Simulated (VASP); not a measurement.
Band structure of Si (relaxed from the hcp structure, space group P6_3/mmc). Level of theory: r2SCAN meta-GGA, VASP's PBE PAW potentials (set 64) (plane waves; VASP).

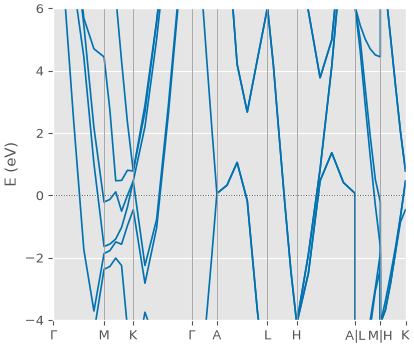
*Bands along high-symmetry lines, zero at the valence-band maximum or, without a gap, the Fermi level*

Problem. Read the plot: is there a gap, and where are the band edges?

Solution. It has no gap at this level: it comes out as a metal or semimetal.

The structure was generated: Si was put into the hcp type (P6_3/mmc), which need not be its known phase. It was relaxed first, which changed the volume by -6 %.
